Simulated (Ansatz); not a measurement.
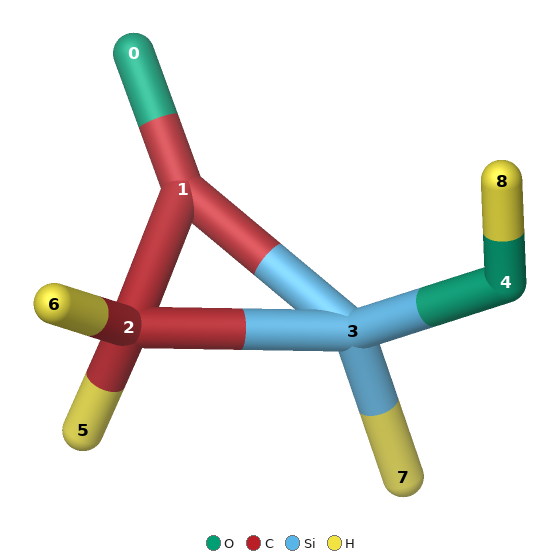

The picture shows the input geometry. Atoms are numbered from 0, in the order of the input.

Ansatz 0.2.0 input:

```yaml
crystal:
  periodic: [false, false, false]
  atoms:
    - {symbol: O, position_ang: [0.858961, -1.781221, 1.257297]}
    - {symbol: C, position_ang: [0.541212, -1.035535, 0.376187]}
    - {symbol: C, position_ang: [1.123483, 0.228842, -0.178333]}
    - {symbol: Si, position_ang: [-0.741233, 0.027339, -0.461894]}
    - {symbol: O, position_ang: [-1.935422, 0.800768, 0.340856]}
    - {symbol: H, position_ang: [1.505770, 0.090699, -1.197393]}
    - {symbol: H, position_ang: [1.785434, 0.840600, 0.431908]}
    - {symbol: H, position_ang: [-1.130726, -0.021103, -1.885403]}
    - {symbol: H, position_ang: [-1.918879, 0.803211, 1.299675]}
basis:
  gaussian: {orbitals: aug-cc-pVTZ}
hamiltonian: {xc: {name: rPW86-PBE}, dispersion: rvv10}
output: {forces: true}
```

Command:

```sh
ansatz run in.yaml --threads 2 --pin off --events-out ev --progress --plain --max-ram 4352MiB
```

Result:

```
Functional definition: rPW86-PBE+rVV10
  name "rPW86-PBE+rVV10"
  cite "Murray, Lee & Langreth, J. Chem. Theory Comput. 5, 2754 (2009) doi:10.1021/ct900365q"
  cite "Perdew, Burke & Ernzerhof, Phys. Rev. Lett. 77, 3865 (1996) doi:10.1103/PhysRevLett.77.3865"
  cite "Vydrov & Van Voorhis, J. Chem. Phys. 133, 244103 (2010) doi:10.1063/1.3521275"
  cite "Sabatini, Gorni & de Gironcoli, Phys. Rev. B 87, 041108(R) (2013) doi:10.1103/PhysRevB.87.041108"
  parent "pbe"
  exchange = rpw86_x
  correlation = pbe_c + rvv10(6.3, 0.0093)
1422 factors; their error is unknown
mean field evaluation 1: about -14110.3838 eV, gradient 9.7e1 eV
mean field evaluation 2: about -14042.7785 eV, gradient 1.9e2 eV
mean field evaluation 4: about -14125.9200 eV, gradient 3.8e1 eV
mean field evaluation 8: about -14128.6117 eV, gradient 5.6e-1 eV
mean field evaluation 16: about -14128.5858 eV, gradient 4.6e-4 eV
mean field -14128.58579737 eV, -519.2159513538 hartree, gradient 4.4e-5 eV, S^2 0.000000; 0 other end points of the search recorded, 0 dependent functions left out
the calculation of the forces begins
reference -14128.58595387 eV, -519.2159571054 hartree; 23, 23 occupied and 303, 303 virtual orbitals, 1422 factors
Total energy: -14128.58595387 eV, -519.2159571054 hartree
Atom 0 at     0.858961    -1.781221     1.257297 Å, force     0.330868    -0.824750     1.042820 eV/Å
Atom 1 at     0.541212    -1.035535     0.376187 Å, force    -0.082388     0.403604    -0.756989 eV/Å
Atom 2 at     1.123483     0.228842    -0.178333 Å, force     0.366576     0.142977    -0.047970 eV/Å
Atom 3 at    -0.741233     0.027339    -0.461894 Å, force     0.057641    -0.428315    -0.579145 eV/Å
Atom 4 at    -1.935422     0.800768     0.340856 Å, force    -0.742599     0.526741     0.044258 eV/Å
Atom 5 at     1.505770     0.090699    -1.197393 Å, force     0.049045     0.037678    -0.080438 eV/Å
Atom 6 at     1.785434     0.840600     0.431908 Å, force     0.086696     0.067253     0.072138 eV/Å
Atom 7 at    -1.130726    -0.021103    -1.885403 Å, force    -0.044868     0.058743    -0.154318 eV/Å
Atom 8 at    -1.918879     0.803211     1.299675 Å, force    -0.020970     0.016069     0.459643 eV/Å
Dipole moment:    -0.084440     0.426672    -0.175392 e Å
```

The run converged.
